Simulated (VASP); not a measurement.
# A VASP study of RbAgBr2 (optB86b-vdW): structure first, properties next, part 2 of 5

What structure does RbAgBr2 take at this level, and what are its properties? The cell is invented: it takes the structure of a Materials Project entry for RbBr (space group 221 there), with some of its atoms replaced by other elements, volume scaled by an estimate. It may not be a known or stable phase.

VASP 6.6.1, plane waves and PAW; the level of theory is named at each step.

So far, gap on the k-mesh (eV): step 2 (rough relaxation of the start cell) 1.72.

**3. Full relaxation (optB86b-vdW)**

Level of this step: optB86b-vdW; plane waves and PAW (Ag, Rb_sv, Br); invented cell (VASP).

Properties are meant for the cell that this level of theory prefers, so cell and atoms are relaxed first (ISIF = 3) until forces and stress are small; EDIFFG sets the threshold.

Contents of INCAR:

```
SYSTEM = RbAgBr2
PREC = Accurate
ENCUT = 400
EDIFF = 1E-06
NELM = 100
ISMEAR = -1
SIGMA = 0.05
LREAL = .FALSE.
ALGO = Normal
GGA = MK
AGGAC = 0
LUSE_VDW = .TRUE.
PARAM1 = 0.1234
PARAM2 = 1
LASPH = .TRUE.
NBANDS = 23
LORBIT = 11
LWAVE = .FALSE.
LCHARG = .FALSE.
KPAR = 2
IBRION = 2
NSW = 60
ISIF = 3
EDIFFG = -0.01
```

Contents of POSCAR:

```
RbAgBr2
1.0
    3.7693267963      0.0000000000      0.0000000000
    0.0000000000      3.7693267963      0.0000000000
    0.0000000000      0.0000000000      7.7699245059
Ag Rb Br
1 1 2
Direct
    0.0000000000      0.0000000000      0.5000000000
    0.0000000000      0.0000000000      0.0000000000
    0.5000000000      0.5000000000      0.7227878189
    0.5000000000      0.5000000000      0.2772121811
```

Contents of KPOINTS:

```
Automatic mesh
0
Gamma
6 6 3
0 0 0
```

Potentials, in the order of the species: Ag, Rb_sv and Br (PBE family, release 64).

Started as:

```
> mpirun -np 2 vasp_std
```

Log:

```text
[banner, memory and clock lines left out]
running    2 mpi-ranks, on    1 nodes
 distrk:  each k-point on    1 cores,    2 groups
 distr:  one band on    1 cores,    1 groups

 POSCAR found type information on POSCAR AgRbBr
 POSCAR found :  3 types and       4 ions
 [... a notice as in an earlier step ...]

 [... a notice as in an earlier step ...]

 LDA part: xc-table for (Slater+PW92), standard interpolation
 POSCAR, INCAR and KPOINTS ok, starting setup
 FFT: planning ... GRIDC
 FFT: planning ... GRID_SOFT
 FFT: planning ... GRID
 WAVECAR not read
 entering main loop
       N       E                     dE             d eps       ncg     rms          rms(c)
DAV:   1     0.190757785817E+03    0.19076E+03   -0.13528E+04   920   0.108E+03
DAV:   2     0.786088687279E+01   -0.18290E+03   -0.17474E+03  1161   0.227E+02
DAV:   3    -0.242689907135E+01   -0.10288E+02   -0.10243E+02  1153   0.563E+01
DAV:   4    -0.267774116278E+01   -0.25084E+00   -0.25071E+00  1341   0.785E+00
DAV:   5    -0.268048831354E+01   -0.27472E-02   -0.27470E-02  1166   0.814E-01    0.517E+00
DAV:   6    -0.214326897182E+01    0.53722E+00   -0.99976E-01  1013   0.970E+00    0.340E+00
DAV:   7    -0.211160052153E+01    0.31668E-01   -0.46987E-01  1088   0.411E+00    0.187E+00
DAV:   8    -0.211101382659E+01    0.58669E-03   -0.41826E-02  1095   0.178E+00    0.476E-01
DAV:   9    -0.211090917723E+01    0.10465E-03   -0.45383E-03  1130   0.872E-01    0.116E-01
DAV:  10    -0.211108099503E+01   -0.17182E-03   -0.96205E-04  1126   0.232E-01    0.473E-02
DAV:  11    -0.211114714200E+01   -0.66147E-04   -0.19475E-04  1300   0.144E-01    0.294E-02
DAV:  12    -0.211114086077E+01    0.62812E-05   -0.51374E-05  1130   0.612E-02    0.801E-03
DAV:  13    -0.211114105532E+01   -0.19455E-06   -0.71738E-06  1158   0.137E-02
   1 F= -.21111411E+01 E0= -.21111411E+01  d E =-.211114E+01
 curvature:   0.00 expect dE= 0.000E+00 dE for cont linesearch  0.000E+00
 trial: gam= 0.00000 g(F)=  0.296E-04 g(S)=  0.157E-02 ort = 0.000E+00 (trialstep = 0.100E+01)
 search vector abs. value=  0.160E-02
 bond charge predicted
       N       E                     dE             d eps       ncg     rms          rms(c)
DAV:   1    -0.212599647141E+01   -0.14856E-01   -0.28861E-01   927   0.415E+00    0.718E-01
DAV:   2    -0.211375580299E+01    0.12241E-01   -0.33081E-02  1067   0.173E+00    0.245E-01
DAV:   3    -0.211226602865E+01    0.14898E-02   -0.40891E-03  1074   0.387E-01    0.156E-01
DAV:   4    -0.211211556639E+01    0.15046E-03   -0.76677E-04  1304   0.208E-01    0.318E-02
DAV:   5    -0.211211362805E+01    0.19383E-05   -0.10874E-04  1089   0.109E-01    0.250E-02
DAV:   6    -0.211211710717E+01   -0.34791E-05   -0.20409E-05  1144   0.280E-02    0.554E-03
DAV:   7    -0.211211639213E+01    0.71504E-06   -0.14295E-06   756   0.131E-02
   2 F= -.21121164E+01 E0= -.21121164E+01  d E =-.975337E-03
[...]
3 F= -.21120547E+01 E0= -.21120547E+01  d E =-.913600E-03
[...]
4 F= -.21121874E+01 E0= -.21121874E+01  d E =-.104631E-02
[...]
5 F= -.21121884E+01 E0= -.21121884E+01  d E =-.104737E-02
[...]
6 F= -.21121859E+01 E0= -.21121859E+01  d E =-.104488E-02
[...]
7 F= -.21121876E+01 E0= -.21121876E+01  d E =-.104654E-02
[...]
8 F= -.21122514E+01 E0= -.21122514E+01  d E =-.638299E-04
 trial-energy change:   -0.000064  1 .order   -0.000063   -0.000077   -0.000049
 step:   2.8916(harm=  2.8916)  dis= 0.00171  next Energy=    -2.112293 (dE=-0.105E-03)
 bond charge predicted
       N       E                     dE             d eps       ncg     rms          rms(c)
DAV:   1    -0.211257957807E+01   -0.32818E-03   -0.24645E-02   920   0.934E-01    0.101E-01
DAV:   2    -0.211239128814E+01    0.18829E-03   -0.42213E-04  1137   0.157E-01    0.537E-02
DAV:   3    -0.211230164624E+01    0.89642E-04   -0.88612E-05  1130   0.686E-02    0.187E-02
DAV:   4    -0.211229487647E+01    0.67698E-05   -0.18873E-05  1116   0.284E-02    0.703E-03
DAV:   5    -0.211229502842E+01   -0.15195E-06   -0.84363E-07   607   0.725E-03
   9 F= -.21122950E+01 E0= -.21122950E+01  d E =-.107431E-03
 curvature:  -1.44 expect dE=-0.174E-04 dE for cont linesearch -0.964E-10
 trial: gam= 0.16533 g(F)=  0.803E-05 g(S)=  0.406E-05 ort =-0.696E-07 (trialstep = 0.143E+01)
 search vector abs. value=  0.141E-04
 reached required accuracy - stopping structural energy minimisation
```

Run time: 6 min. Hardware: 2 MPI ranks of AMD EPYC 7R43, shared host; peak memory 0.85 GiB; 12 min of CPU time.

OUTCAR, selected parts (step 3):

```text
  LATTYP: Found a simple tetragonal cell.
 ALAT       =     3.7693267963
 C/A-ratio  =     2.0613560261

The static configuration has the point symmetry D_4h.

 Found     20 irreducible k-points:

   k-points           NKPTS =     20   k-points in BZ     NKDIM =     20   number of bands    NBANDS=     23

   dimension x,y,z NGX =    28 NGY =   28 NGZ =   54
   dimension x,y,z NGXF=    56 NGYF=   56 NGZF=  108

   ENCUT  =  400.0 eV  29.40 Ry    5.42 a.u.   6.15  6.15 12.67*2*pi/ulx,y,z

   NELECT =      34.0000    total number of electrons

 E-fermi :   2.4355

 k-point     1 :       0.0000    0.0000    0.0000
  band No.  band energies     occupation
    ...
     13       0.7229      2.00000
     14       0.7241      2.00000
     15       0.7241      2.00000
     16       1.3905      2.00000
     17       1.3905      2.00000
     18       3.2633      0.00000
     19       6.6326      0.00000
     20       6.8663      0.00000
     21       7.0497      0.00000
     22       9.6472      0.00000
    ...

 k-point     2 :       0.1667    0.0000    0.0000
  band No.  band energies     occupation
    ...
     13       0.0461      2.00000
     14       0.4570      2.00000
     15       0.9439      2.00000
     16       1.1324      2.00000
     17       1.3561      2.00000
     18       4.1020      0.00000
     19       6.6181      0.00000
     20       7.5405      0.00000
     21       7.5848      0.00000
     22       8.8039      0.00000
    ...

Total vdW correction in eV:      6.5240183

  Total       -0.0035726     -0.0035726     -0.0176477      0.0000000      0.0000000      0.0000000
  in kB       -0.0523266     -0.0523266     -0.2584785      0.0000000      0.0000000      0.0000000
  external PRESSURE =      -0.1210439 kB  Pullay stress =       0.0000000 kB

  energy-cutoff  :      400.00
  volume of cell :      109.39
      direct lattice vectors                 reciprocal lattice vectors
     3.751694803  0.000000000  0.000000000     0.266546202 -0.000000000  0.000000000
     0.000000000  3.751694803  0.000000000     0.000000000  0.266546202  0.000000000
    -0.000000000 -0.000000000  7.771762575     0.000000000 -0.000000000  0.128670941

 POSITION                                       TOTAL-FORCE (eV/Angst)
 -----------------------------------------------------------------------------------
     -0.00000      3.75169      3.88588         0.000000      0.000000      0.000000
      0.00000      3.75169      0.00000         0.000000      0.000000      0.000000
      1.87585      1.87585      5.61450         0.000000      0.000000     -0.009123
      1.87585      1.87585      2.15726        -0.000000     -0.000000      0.009123
 -----------------------------------------------------------------------------------
    total drift:                                0.000000      0.000000      0.000000

  FREE ENERGIE OF THE ION-ELECTRON SYSTEM (eV)
  ---------------------------------------------------
  free  energy   TOTEN  =        -2.1122950284 eV

  energy  without entropy=       -2.1122950262  energy(sigma->0) =       -2.11229503

Total vdW correction in eV:      6.5240344

 total charge
# of ion       s       p       d       tot
------------------------------------------
    1        0.165   0.097   9.364   9.626
    2        1.942   5.361   0.035   7.337
    3        1.623   3.240   0.009   4.873
    4        1.623   3.240   0.009   4.873
--------------------------------------------------
tot          5.353  11.938   9.417  26.709

[... 2 parts as in an earlier step ...]

[... 7 further parts left out ...]
```

CONTCAR:

```
RbAgBr2
   1.00000000000000
     3.7516948034838404    0.0000000000000000    0.0000000000000000
     0.0000000000000000    3.7516948034838404    0.0000000000000000
    -0.0000000000000000   -0.0000000000000000    7.7717625749172035
  Ag              Rb              Br
     1     1     2
Direct
     0.0000000000000000    1.0000000000000000    0.5000000000000000
     0.0000000000000000    1.0000000000000000    0.0000000000000000
     0.5000000000000000    0.5000000000000000    0.7224232091316659
     0.5000000000000000    0.5000000000000000    0.2775767908683340
```

Step by step:

```
step  energy less that of the first step (eV)  largest force (eV/Å)  pressure (GPa)  volume (Å³)
   1                                   0.0000                0.0175           -0.29       110.39
   2                                  -0.0010                0.0135           -0.07       109.60
   3                                  -0.0009                0.0101            0.12       108.93
   4                                  -0.0010                0.0120            0.03       109.28
   5                                  -0.0010                0.0123            0.03       109.32
   6                                  -0.0010                0.0126            0.00       109.37
   7                                  -0.0010                0.0123            0.01       109.34
   8                                  -0.0011                0.0111            0.00       109.36
   9                                  -0.0012                0.0091           -0.01       109.39
```

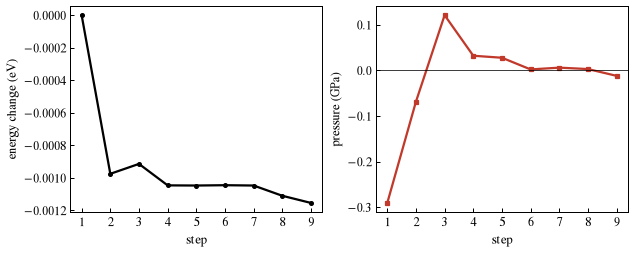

Energy and pressure along the relaxation.

```
conventional cell, symmetrised  before  after  change
                         a (Å)   3.769  3.752  -0.5 %
                         b (Å)   3.769  3.752  -0.5 %
                         c (Å)   7.770  7.772  +0.0 %
              volume (Å³/atom)   27.60  27.35  -0.9 %
```

Final coordinates:

```xyz
4
Lattice="3.7517 0.0000 0.0000 0.0000 3.7517 0.0000 0.0000 0.0000 7.7718" Properties=species:S:1:pos:R:3 pbc="T T T"
Ag    0.0000    0.0000    3.8859
Rb    0.0000    0.0000    0.0000
Br    1.8758    1.8758    5.6145
Br    1.8758    1.8758    2.1573
```

Numbers from this step:

| Property | Result |
| --- | --- |
| irreducible k-points | 20 |
| free energy (TOTEN) | -2.112 eV |
| Fermi energy | 2.436 eV |
| pressure | -0.01210 GPa |
| valence top at k | 0.5, 0, 0.3333 |
| SCF cycles over all ionic steps | 56 |
| gap on the k-mesh | 1.758 eV |
| least direct gap on the k-mesh | 1.873 eV |

It ends with a largest force of 0.009 eV/Å and a pressure of -0.01 GPa.

**4. Density, ELF and potential (optB86b-vdW)**

A single point on the relaxed cell gives a clean self-consistent state, with density, ELF and potential written out.

INCAR, as its differences from that of step 3:

```diff
@@ -18,7 +18,5 @@
 LWAVE = .FALSE.
-LCHARG = .FALSE.
-KPAR = 2
-IBRION = 2
-NSW = 60
-ISIF = 3
-EDIFFG = -0.01
+LCHARG = .TRUE.
+ISIF = 2
+LELF = .TRUE.
+LVHAR = .TRUE.
```

Contents of POSCAR:

```
RbAgBr2
1.0
    3.7516948035      0.0000000000      0.0000000000
    0.0000000000      3.7516948035      0.0000000000
    0.0000000000      0.0000000000      7.7717625749
Ag Rb Br
1 1 2
Direct
    0.0000000000      0.0000000000      0.5000000000
    0.0000000000      0.0000000000      0.0000000000
    0.5000000000      0.5000000000      0.7224232091
    0.5000000000      0.5000000000      0.2775767909
```

KPOINTS is that of step 3.

Started as:

```
> mpirun -np 2 vasp_std
```

Log:

```text
[banner, memory and clock lines left out]
running    2 mpi-ranks, on    1 nodes
 distrk:  each k-point on    2 cores,    1 groups
 distr:  one band on    1 cores,    2 groups

 POSCAR found type information on POSCAR AgRbBr
 POSCAR found :  3 types and       4 ions
 [... a notice as in an earlier step ...]

 [... a notice as in an earlier step ...]

 LDA part: xc-table for (Slater+PW92), standard interpolation
|                                                                             |
|           W    W    AA    RRRRR   N    N  II  N    N   GGGG   !!!           |
|           W    W   A  A   R    R  NN   N  II  NN   N  G    G  !!!           |
|           W    W  A    A  R    R  N N  N  II  N N  N  G       !!!           |
|           W WW W  AAAAAA  RRRRR   N  N N  II  N  N N  G  GGG   !            |
|           WW  WW  A    A  R   R   N   NN  II  N   NN  G    G                |
|           W    W  A    A  R    R  N    N  II  N    N   GGGG   !!!           |
|                                                                             |
|     The number of bands has been changed from the values supplied in        |
|     The orbitals not found in the WAVECAR file will be initialized with     |
|     random numbers, which is usually adequate. For correlated               |
|     calculations, however, you should redo the groundstate calculation.     |
|     I found NBANDS = 23. Now, NBANDS = 24.                                  |
|                                                                             |

 POSCAR, INCAR and KPOINTS ok, starting setup
 FFT: planning ... GRIDC
 FFT: planning ... GRID_SOFT
 FFT: planning ... GRID
 WAVECAR not read
 entering main loop
       N       E                     dE             d eps       ncg     rms          rms(c)
DAV:   1     0.182181582051E+03    0.18218E+03   -0.13334E+04   960   0.103E+03
DAV:   2     0.738679927973E+01   -0.17479E+03   -0.16608E+03  1152   0.220E+02
DAV:   3    -0.247733471645E+01   -0.98641E+01   -0.98156E+01  1264   0.536E+01
DAV:   4    -0.267612081360E+01   -0.19879E+00   -0.19873E+00  1336   0.713E+00
DAV:   5    -0.267847960272E+01   -0.23588E-02   -0.23587E-02  1280   0.728E-01    0.528E+00
DAV:   6    -0.214379364920E+01    0.53469E+00   -0.95359E-01  1056   0.933E+00    0.349E+00
DAV:   7    -0.211204875505E+01    0.31745E-01   -0.45309E-01  1136   0.390E+00    0.189E+00
DAV:   8    -0.211146504939E+01    0.58371E-03   -0.40157E-02  1152   0.167E+00    0.473E-01
DAV:   9    -0.211139890426E+01    0.66145E-04   -0.41657E-03  1208   0.805E-01    0.113E-01
DAV:  10    -0.211155564584E+01   -0.15674E-03   -0.88699E-04  1176   0.220E-01    0.465E-02
DAV:  11    -0.211162066308E+01   -0.65017E-04   -0.18464E-04  1320   0.134E-01    0.292E-02
DAV:  12    -0.211161224895E+01    0.84141E-05   -0.47686E-05  1200   0.590E-02    0.826E-03
DAV:  13    -0.211161245305E+01   -0.20410E-06   -0.81124E-06  1240   0.138E-02
   1 F= -.21116125E+01 E0= -.21116125E+01  d E =-.227920E-08
```

The job ended after 34 s (2 MPI ranks; peak memory 0.54 GiB; 65 s of CPU time).

From OUTCAR (step 4):

```text
  LATTYP: Found a simple tetragonal cell.
 ALAT       =     3.7516948035
 C/A-ratio  =     2.0715337952

The static configuration has the point symmetry D_4h.

 Found     20 irreducible k-points:

   k-points           NKPTS =     20   k-points in BZ     NKDIM =     20   number of bands    NBANDS=     24

   dimension x,y,z NGX =    24 NGY =   24 NGZ =   54
   dimension x,y,z NGXF=    48 NGYF=   48 NGZF=  108

   ENCUT  =  400.0 eV  29.40 Ry    5.42 a.u.   6.12  6.12 12.67*2*pi/ulx,y,z

   NELECT =      34.0000    total number of electrons

 E-fermi :   2.4345

 k-point     1 :       0.0000    0.0000    0.0000
  band No.  band energies     occupation
    ...
     13       0.7231      2.00000
     14       0.7244      2.00000
     15       0.7244      2.00000
     16       1.3907      2.00000
     17       1.3907      2.00000
     18       3.2634      0.00000
     19       6.6324      0.00000
     20       6.8659      0.00000
     21       7.0498      0.00000
     22       9.6473      0.00000
    ...

 k-point     2 :       0.1667    0.0000    0.0000
  band No.  band energies     occupation
    ...
     13       0.0463      2.00000
     14       0.4572      2.00000
     15       0.9442      2.00000
     16       1.1327      2.00000
     17       1.3564      2.00000
     18       4.1021      0.00000
     19       6.6178      0.00000
     20       7.5401      0.00000
     21       7.5849      0.00000
     22       8.8039      0.00000
    ...

Total vdW correction in eV:      6.5239584

  Total       -0.0117756     -0.0117756     -0.0237657      0.0000000      0.0000000      0.0000000
  in kB       -0.1724728     -0.1724728     -0.3480854      0.0000000      0.0000000      0.0000000
  external PRESSURE =      -0.2310103 kB  Pullay stress =       0.0000000 kB

  energy-cutoff  :      400.00
  volume of cell :      109.39
      direct lattice vectors                 reciprocal lattice vectors
     3.751694803  0.000000000  0.000000000     0.266546202  0.000000000  0.000000000
     0.000000000  3.751694803  0.000000000     0.000000000  0.266546202  0.000000000
     0.000000000  0.000000000  7.771762575     0.000000000  0.000000000  0.128670941

 POSITION                                       TOTAL-FORCE (eV/Angst)
 -----------------------------------------------------------------------------------
      0.00000      0.00000      3.88588         0.000000      0.000000      0.000000
      0.00000      0.00000      0.00000         0.000000      0.000000      0.000000
      1.87585      1.87585      5.61450         0.000000     -0.000000     -0.009210
      1.87585      1.87585      2.15726         0.000000      0.000000      0.009210
 -----------------------------------------------------------------------------------
    total drift:                                0.000000     -0.000000      0.000000

  FREE ENERGIE OF THE ION-ELECTRON SYSTEM (eV)
  ---------------------------------------------------
  free  energy   TOTEN  =        -2.1116124530 eV

  energy  without entropy=       -2.1116124508  energy(sigma->0) =       -2.11161245

Total vdW correction in eV:      6.5240183

 total charge
# of ion       s       p       d       tot
------------------------------------------
    1        0.165   0.097   9.364   9.626
    2        1.942   5.361   0.035   7.337
    3        1.623   3.240   0.009   4.873
    4        1.623   3.240   0.009   4.873
--------------------------------------------------
tot          5.353  11.938   9.417  26.708

[... 2 parts as in an earlier step ...]

[... 6 further parts left out ...]
```

This step gave:

```
SCF cycles   : 13
bands        : 24
Fermi energy : 2.434 eV
pressure     : -0.02310 GPa
```

Valence electrons inside each PAW sphere by angular momentum. Sphere charges, by row:

```
atom  s (e)  p (e)  d (e)  tot (e)
 Ag1  0.165  0.097  9.364    9.626
 Rb2  1.942  5.361  0.035    7.337
 Br3  1.623   3.24  0.009    4.873
 Br4  1.623   3.24  0.009    4.873
```

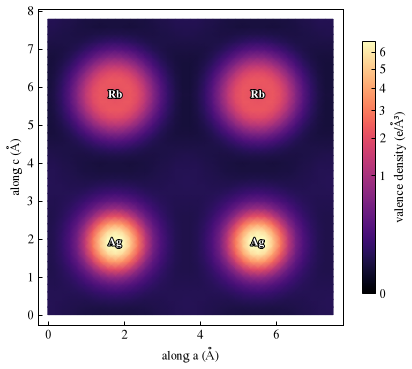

Valence density in the ac plane at fractional y = 0.000, with atoms of Ag and Rb within 0.2 Å of it. It is the smooth field of the valence electrons, not physical close to the nuclei. The map starts off the cell's origin, so that atoms lie inside it. The colour scale is stretched toward low values.

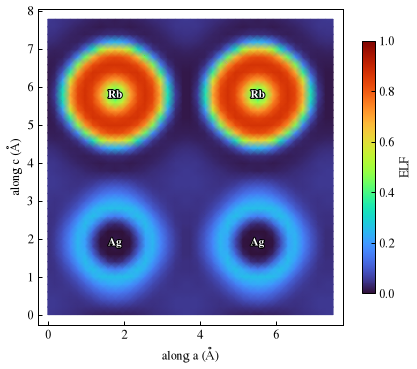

ELF in the ac plane at fractional y = 0.000, with atoms of Ag and Rb within 0.2 Å of it. It is the smooth field of the valence electrons, not physical close to the nuclei. The map starts off the cell's origin, so that atoms lie inside it.

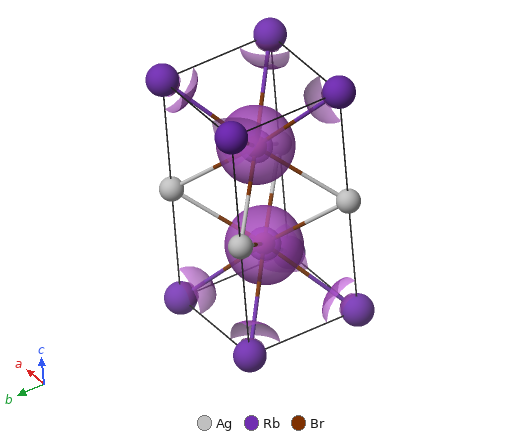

Surface of ELF = 0.8.

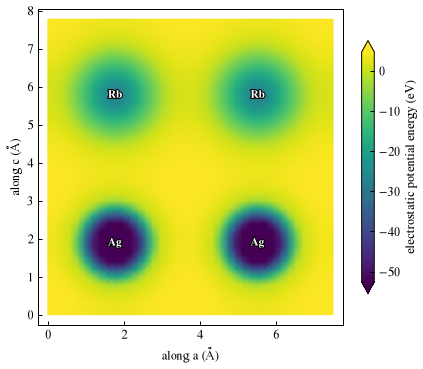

Electrostatic potential energy in the ac plane at fractional y = 0.000, with atoms of Ag and Rb within 0.2 Å of it. With pseudopotentials it is smooth inside the atoms' cores, unlike the true potential. The map starts off the cell's origin, so that atoms lie inside it.

In this run the pressure is -0.02 GPa, small enough to go on.

[end of part 2 of 5]

[Lines on the potential files, build, host, timing and source positions are cut from VASP's logs without a mark.]

[Logs are printed without paths, hosts, clocks, repeated set-up lines and the standing remarks that a program may print on its own settings, such as how far it seeks lower states.]

[Hosts, paths, dates, database ids (printed as entryN), source tags and the programs' standing remarks are cut or masked in the printed files.]

[A measured line is paired with the nearest computed mode of its activity, which favours agreement.]
